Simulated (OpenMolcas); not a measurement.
## Excited-state calculation, with input and output: C₂H₆ (part 2 of 2)

Continued. System: C₂H₆. Method: CASSCF/ANO-R1, sfX2C (OpenMolcas 26.06). The geometry comes from this level: PBE0-D4/def2-TZVP.

Geometry of the input (Å):
```
C  -0.3268  0.1322  -0.6725
C  0.3268  -0.1322  0.6725
H  0.0705  -0.5296  -1.4459
H  -1.4071  -0.0257  -0.6290
H  -0.1586  1.1602  -1.0024
H  -0.0704  0.5296  1.4459
H  1.4071  0.0256  0.6289
H  0.1585  -1.1601  1.0025
```

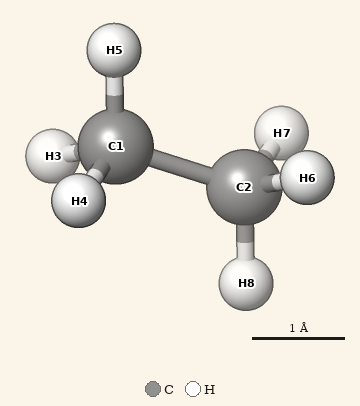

*The structure (ball-and-stick view, seen at a tilt; atoms are numbered from 1 in the order of the input).*

**The program's output, continued**
```
          iter iter root      energy       change     param      element    value   shift minimum  type update hh:mm:ss
 Nr of preliminary CI iterations:   1
        1   1   10    0   -79.01493247    0.00E+00  -3.09E-01*   4  22 1  4.51E-02*  0.22   0.00    SX    NO    0:00:00
        2   1    7    0   -79.02268519   -7.75E-03*  3.44E-01*   4  22 1 -1.30E-02*  0.24   0.00    SX    NO    0:00:00
        3   1    6    0   -79.02361852   -9.33E-04*  1.95E-01*  10  19 1  3.79E-03*  0.23   0.00    SX    NO    0:00:00
        4   1    6    0   -79.02385833   -2.40E-04* -1.11E-01*  10  19 1  2.10E-03*  0.23   0.00    SX    NO    0:00:00
        5   1    6    0   -79.02395197   -9.36E-05* -1.17E-01*  10  19 1  1.24E-03*  0.23   2.50    LS   YES    0:00:00
        6   1    6    0   -79.02400593   -5.40E-05*  7.69E-02    4  11 1  1.04E-03*  0.23   1.61    QN   YES    0:00:00
        7   1    6    0   -79.02403250   -2.66E-05* -1.02E-01*   4  22 1  4.27E-04*  0.23   1.83    QN   YES    0:00:00
        8   1    6    0   -79.02405049   -1.80E-05* -1.05E-01*  10  19 1 -4.40E-04*  0.23   1.88    QN   YES    0:00:00
        9   1    6    0   -79.02406325   -1.28E-05* -1.07E-01*  10  19 1 -4.14E-04*  0.23   1.93    QN   YES    0:00:00
       10   1    6    0   -79.02407788   -1.46E-05*  3.58E-01*   4  11 1 -3.24E-04*  0.23   2.50    QN   YES    0:00:00
       11   1    8    0   -79.02413637   -5.85E-05*  3.44E-01*   4  16 1 -9.73E-04*  0.23   1.55    QN   YES    0:00:00
       12   1    8    0   -79.02413464    1.73E-06* -1.17E-01*  10  23 1  1.77E-03*  0.23   0.53    QN   YES    0:00:00
       13   1    8    0   -79.02416300   -2.84E-05* -8.08E-02   10  23 1  1.54E-03*  0.23   1.81    SX   YES    0:00:00
       14   1    8    0   -79.02444542   -2.82E-04* -7.94E-02   10  23 1  9.74E-04*  0.23   2.50    LS   YES    0:00:00
       15   1    8    0   -79.02472767   -2.82E-04*  2.18E-01*   6  11 1  7.30E-04*  0.23   2.50    QN   YES    0:00:00
       16   1    9    0   -79.02519343   -4.66E-04* -1.76E-01*   4  16 1  1.20E-03*  0.23   1.18    QN   YES    0:00:00
       17   1    9    0   -79.02527943   -8.60E-05* -8.56E-02    6   9 1  1.26E-03*  0.23   1.01    QN   YES    0:00:00
       18   1    9    0   -79.02538237   -1.03E-04*  1.84E-01*   6   9 1  1.32E-03*  0.23   2.50    QN   YES    0:00:00
       19   1    9    0   -79.02560857   -2.26E-04*  1.44E-01*   6   9 1  1.13E-03*  0.23   1.59    QN   YES    0:00:00
       20   1    9    0   -79.02575601   -1.47E-04*  5.93E-02    7  16 1 -9.74E-04*  0.23   1.21    QN   YES    0:00:00
       21   1    9    0   -79.02585332   -9.73E-05* -6.06E-02   10  22 1  1.01E-03*  0.23   1.92    QN   YES    0:00:00
       22   1    9    0   -79.02595636   -1.03E-04* -7.68E-02   10  22 1  1.06E-03*  0.23   1.92    QN   YES    0:00:00
       23   1    9    0   -79.02607595   -1.20E-04* -1.21E-01*   6   9 1  1.33E-03*  0.23   2.23    QN   YES    0:00:00
       24   1    9    0   -79.02626726   -1.91E-04* -1.39E-01*   6   9 1  1.81E-03*  0.23   1.80    QN   YES    0:00:00
       25   1    9    0   -79.02648150   -2.14E-04* -7.26E-02    6   9 1  2.02E-03*  0.23   1.38    QN   YES    0:00:00
       26   1    9    0   -79.02672603   -2.45E-04* -7.20E-02    6   9 1  1.91E-03*  0.23   1.92    QN   YES    0:00:00
       27   1    9    0   -79.02721548   -4.89E-04* -8.65E-02   10  22 1  2.10E-03*  0.24   1.72    QN   YES    0:00:00
       28   1   10    0   -79.02766544   -4.50E-04*  4.82E-02   10  22 1  2.10E-03*  0.24   1.49    QN   YES    0:00:00
       29   1   10    0   -79.02780805   -1.43E-04*  7.70E-02   10  22 1  2.06E-03*  0.24   0.95    QN   YES    0:00:00
       30   1   10    0   -79.02779708    1.10E-05*  4.69E-02    9  26 1 -2.27E-03*  0.24   0.44    SX   YES    0:00:00
       31   1    9    0   -79.02835158   -5.54E-04* -9.98E-02   10  22 1  2.02E-03*  0.24   2.50    QN   YES    0:00:00
       32   1    9    0   -79.02921424   -8.63E-04*  4.38E-02   10  22 1  1.81E-03*  0.24   1.02    QN   YES    0:00:00
       33   1    9    0   -79.02927962   -6.54E-05*  9.49E-02   10  22 1  1.59E-03*  0.24   0.72    QN   YES    0:00:00
       34   1    9    0   -79.02925504    2.46E-05* -2.74E-02    9  26 1  1.43E-03*  0.24   0.44    SX   YES    0:00:00
       35   1    9    0   -79.02941580   -1.61E-04* -3.57E-02   10  22 1  1.34E-03*  0.24   2.50    LS   YES    0:00:00
       36   1    9    0   -79.02951745   -1.02E-04* -2.76E-02   10  22 1  1.25E-03*  0.24   1.32    QN   YES    0:00:00
       37   1    9    0   -79.02959544   -7.80E-05* -3.84E-02   10  22 1  8.68E-04*  0.24   0.97    QN   YES    0:00:00
       38   1    9    0   -79.02961429   -1.88E-05* -1.59E-02    6   9 1 -6.03E-04*  0.24   0.69    QN   YES    0:00:00
       39   1    8    0   -79.02964443   -3.01E-05* -5.60E-03   10  22 1  4.18E-04*  0.24   1.39    QN   YES    0:00:00
       40   1    8    0   -79.02965291   -8.49E-06*  3.38E-03   10  22 1  2.50E-04*  0.24   1.45    QN   YES    0:00:00
       41   1    8    0   -79.02965628   -3.37E-06*  4.50E-03    7   9 1 -1.33E-04*  0.24   1.59    QN   YES    0:00:00
       42   1    7    0   -79.02965794   -1.66E-06* -2.29E-03    7   9 1 -1.16E-04*  0.24   1.48    QN   YES    0:00:00
       43   1    7    0   -79.02965857   -6.28E-07* -1.17E-03    7   9 1 -8.59E-05   0.24   1.53    QN   YES    0:00:00
       44   1    6    0   -79.02965885   -2.84E-07*  1.14E-03    7   9 1 -5.78E-05   0.24   1.61    QN   YES    0:00:00
       45   1    6    0   -79.02965902   -1.68E-07*  1.02E-03    7   9 1 -3.24E-05   0.24   1.69    QN   YES    0:00:00
       46   1    6    0   -79.02965913   -1.08E-07* -6.22E-04    9  37 1 -1.97E-05   0.24   1.57    QN   YES    0:00:00
       47   1    6    0   -79.02965918   -5.02E-08*  3.68E-04    4   9 1 -2.17E-05   0.24   1.47    QN   YES    0:00:00
       48   1    5    0   -79.02965920   -1.76E-08* -1.90E-04    4   9 1 -1.42E-05   0.24   1.44    QN   YES    0:00:00
       49   1    5    0   -79.02965920   -5.71E-09  -8.19E-05    5   8 1  5.83E-06   0.24   1.47    QN   YES    0:00:00
      Convergence after 49 iterations
       50   1    5    0   -79.02965921   -1.93E-09  -8.19E-05    5   8 1  3.43E-06   0.24   1.47    QN   YES    0:00:00

      ************************************************************************************************************************
                                                      Wave function printout:
                       occupation of active orbitals, and spin coupling of open shells (u,d: Spin up or down)
      ************************************************************************************************************************

      Note: transformation to natural orbitals
      has been made, which may change the order of the CSFs.

      printout of CI-coefficients larger than  0.05 for root  1
      energy=     -79.285686
      conf/sym  1111     Coeff  Weight
             1  2200  -0.99671 0.99342
             8  2002   0.07526 0.00566

      printout of CI-coefficients larger than  0.05 for root  2
      energy=     -78.907491
      conf/sym  1111     Coeff  Weight
             4  u2d0  -0.99585 0.99171
            17  u0d2  -0.07297 0.00532

      printout of CI-coefficients larger than  0.05 for root  3
      energy=     -78.895800
      conf/sym  1111     Coeff  Weight
             2  2ud0   0.99875 0.99750

      Natural orbitals and occupation numbers for root  1
      sym 1:   1.999800   1.988170   0.000196   0.011834

      Natural orbitals and occupation numbers for root  2
      sym 1:   0.999990   1.988783   1.000028   0.011199

      Natural orbitals and occupation numbers for root  3
      sym 1:   1.999724   0.986755   1.013185   0.000336

      ************************************************************************************************************************
      *                                                    Final results                                                     *
      ************************************************************************************************************************

++    Final optimization conditions:
      ------------------------------

      Average CI energy                             -79.02965921
      RASSCF energy for state  3                    -78.89580024
      Super-CI energy                                -0.00000000
      RASSCF energy change                           -0.00000000
      Max change in MO coefficients               9.272E-05
      Max non-diagonal density matrix element    -8.186E-05
      Maximum BLB matrix element                  3.433E-06
      (orbital pair   5,   8 in symmetry   1)
      Norm of electronic gradient            1.481E-01
--

      Final state energy(ies):
      ------------------------

::    RASSCF root number  1 Total energy:    -79.28568601
::    RASSCF root number  2 Total energy:    -78.90749136
::    RASSCF root number  3 Total energy:    -78.89580024
      Von Neumann Entropy (Root   1) =  0.05375

      Mulliken population analysis for root number:  1
      -----------------------------------------------

++    Molecular charges:
      ------------------

      Mulliken charges per centre
      ---------------------------

                C1      C2      H3      H4      H5      H6      H7      H8
      Total    6.1053  6.1671  0.9458  0.9487  0.9487  0.9953  0.9445  0.9446

      N-E     -0.1053 -0.1671  0.0542  0.0513  0.0513  0.0047  0.0555  0.0554

      Total electronic charge=   18.000000

      Total            charge=   -0.000000
--

      Expectation values of various properties for root number:  1
      -----------------------------------------------------------

++    Molecular properties:
      ---------------------

      Charge (e):
                      =   -0.0000
      Dipole Moment (debye):
      Origin of the operator (angstrom)=   -0.0000   -0.0000    0.0000
                   X=  1.9550E-02               Y= -1.4652E-01               Z= -4.0058E-01           Total=  4.2698E-01
      Quadrupole Moment (debye*angstrom):
      Origin of the operator (angstrom)=   -0.0000   -0.0000    0.0000
                  XX= -1.3833E+01              XY= -1.9691E-02              XZ= -6.5812E-03              YY= -1.3879E+01
                  YZ= -1.5736E-01              ZZ= -1.4374E+01
      In traceless form (debye*angstrom)
                  XX=  2.9387E-01              XY= -2.9537E-02              XZ= -9.8718E-03              YY=  2.2373E-01
                  YZ= -2.3605E-01              ZZ= -5.1760E-01
--

      LoProp population analysis for root number:  1
      -----------------------------------------------

++    LoProp analysis:
      ----------------

++    Static properties:
      ------------------

      LoProp Charges per center

                   C1       C2       H3       H4       H5       H6       H7       H8
      Nuclear      6.0000   6.0000   1.0000   1.0000   1.0000   1.0000   1.0000   1.0000
      Electronic  -6.7281  -6.8286  -0.7452  -0.7468  -0.7468  -0.7586  -0.7228  -0.7229

      Total       -0.7281  -0.8286   0.2548   0.2532   0.2532   0.2414   0.2772   0.2771
--

      Natural Bond Order analysis for root number:  1

++    Natural Bond Order analysis
      ---------------------------
      Based on LoProp computed density
      -------------------------------------------------------------------------------------
      Atom A       Atom B       Bond Order | Atom A       Atom B       Bond Order
        C1           H3             0.780  |   C1           H5             0.777
        C1           H4             0.778  |   C2           H7             0.777
        C2           H8             0.778  |
      -------------------------------------------------------------------------------------
      NBO located      7.782 electrons involved in    5 bonds.
      NBO located      0.974 non-bonded electrons on atom C1
      NBO located      0.979 non-bonded electrons on atom C2
      The remaining    1.779 electrons are to be considered as diffuse
--

--

      Von Neumann Entropy (Root   2) =  1.04995

      Mulliken population analysis for root number:  2
      -----------------------------------------------

++    Molecular charges:
      ------------------

      Mulliken charges per centre
      ---------------------------

                C1      C2      H3      H4      H5      H6      H7      H8
      Total    5.9613  5.7209  0.9899  0.9461  0.9459  1.2368  1.0998  1.0991

      N-E      0.0387  0.2791  0.0101  0.0539  0.0541 -0.2368 -0.0998 -0.0991

      Total electronic charge=   18.000000

      Total            charge=   -0.000000
--

      Expectation values of various properties for root number:  2
      -----------------------------------------------------------

++    Molecular properties:
      ---------------------

      Charge (e):
                      =   -0.0000
      Dipole Moment (debye):
      Origin of the operator (angstrom)=   -0.0000   -0.0000    0.0000
                   X= -5.4954E-01               Y= -1.8403E-02               Z= -1.8854E+00           Total=  1.9639E+00
      Quadrupole Moment (debye*angstrom):
      Origin of the operator (angstrom)=   -0.0000   -0.0000    0.0000
                  XX= -2.1947E+01              XY=  2.9911E-01              XZ=  1.0377E+00              YY= -2.2690E+01
                  YZ= -1.3132E+00              ZZ= -2.2651E+01
      In traceless form (debye*angstrom)
                  XX=  7.2351E-01              XY=  4.4867E-01              XZ=  1.5566E+00              YY= -3.9120E-01
                  YZ= -1.9698E+00              ZZ= -3.3231E-01
--

      LoProp population analysis for root number:  2
      -----------------------------------------------

++    LoProp analysis:
      ----------------

++    Static properties:
      ------------------

      LoProp Charges per center

                   C1       C2       H3       H4       H5       H6       H7       H8
      Nuclear      6.0000   6.0000   1.0000   1.0000   1.0000   1.0000   1.0000   1.0000
      Electronic  -6.6976  -6.6789  -0.7832  -0.7362  -0.7360  -0.8623  -0.7532  -0.7526

      Total       -0.6976  -0.6789   0.2168   0.2638   0.2640   0.1377   0.2468   0.2474
--

      Natural Bond Order analysis for root number:  2

++    Natural Bond Order analysis
      ---------------------------
      Based on LoProp computed density
      -------------------------------------------------------------------------------------
      Atom A       Atom B       Bond Order
      -------------------------------------------------------------------------------------
      NBO located      0.993 non-bonded electrons on atom C1
      NBO located      0.985 non-bonded electrons on atom C2
      The remaining    8.295 electrons are to be considered as diffuse
--

--

      Von Neumann Entropy (Root   3) =  1.00219

      Mulliken population analysis for root number:  3
      -----------------------------------------------

++    Molecular charges:
      ------------------

      Mulliken charges per centre
      ---------------------------

                C1      C2      H3      H4      H5      H6      H7      H8
      Total    5.9904  5.5862  0.9320  0.9953  0.9954  1.0051  1.2475  1.2480

      N-E      0.0096  0.4138  0.0680  0.0047  0.0046 -0.0051 -0.2475 -0.2480

      Total electronic charge=   18.000000

      Total            charge=   -0.000000
--

      Expectation values of various properties for root number:  3
      -----------------------------------------------------------

++    Molecular properties:
      ---------------------

      Charge (e):
                      =   -0.0000
      Dipole Moment (debye):
      Origin of the operator (angstrom)=   -0.0000   -0.0000    0.0000
                   X= -1.1580E+00               Y=  9.5788E-01               Z= -8.3694E-01           Total=  1.7202E+00
      Quadrupole Moment (debye*angstrom):
      Origin of the operator (angstrom)=   -0.0000   -0.0000    0.0000
                  XX= -2.4241E+01              XY= -3.9247E-01              XZ= -2.2110E-01              YY= -2.3652E+01
                  YZ=  1.5537E+00              ZZ= -2.0364E+01
      In traceless form (debye*angstrom)
                  XX= -2.2331E+00              XY= -5.8870E-01              XZ= -3.3166E-01              YY= -1.3496E+00
                  YZ=  2.3305E+00              ZZ=  3.5827E+00
--

      LoProp population analysis for root number:  3
      -----------------------------------------------

++    LoProp analysis:
      ----------------

++    Static properties:
      ------------------

      LoProp Charges per center

                   C1       C2       H3       H4       H5       H6       H7       H8
      Nuclear      6.0000   6.0000   1.0000   1.0000   1.0000   1.0000   1.0000   1.0000
      Electronic  -6.7364  -6.5423  -0.7286  -0.7806  -0.7807  -0.6805  -0.8753  -0.8756

      Total       -0.7364  -0.5423   0.2714   0.2194   0.2193   0.3195   0.1247   0.1244
--

      Natural Bond Order analysis for root number:  3

++    Natural Bond Order analysis
      ---------------------------
      Based on LoProp computed density
      -------------------------------------------------------------------------------------
      Atom A       Atom B       Bond Order
      -------------------------------------------------------------------------------------
      NBO located      0.993 non-bonded electrons on atom C1
      NBO located      0.985 non-bonded electrons on atom C2
      The remaining    8.289 electrons are to be considered as diffuse
--

--

      Average orbitals are written to the RASORB file
      Natural orbitals for root   1 are written to the RASORB.1 file
      Natural orbitals for root   2 are written to the RASORB.2 file
      Natural orbitals for root   3 are written to the RASORB.3 file
      Spin density orbitals for root   1 are written to the SPDORB.1 file
      Spin density orbitals for root   2 are written to the SPDORB.2 file
      Spin density orbitals for root   3 are written to the SPDORB.3 file

--- Stop Module: rasscf /rc=_RC_ALL_IS_WELL_ ---
           step2.RasOrb.3 step2.rasscf.h5 step2.SpdOrb.1 step2.SpdOrb.2 step2.SpdOrb.3 xmldump
--- Module rasscf spent 5 seconds ---

.##################.
.# Happy landing! #.
.##################.

    Timing: Wall=8.48 User=7.13 System=1.32
```
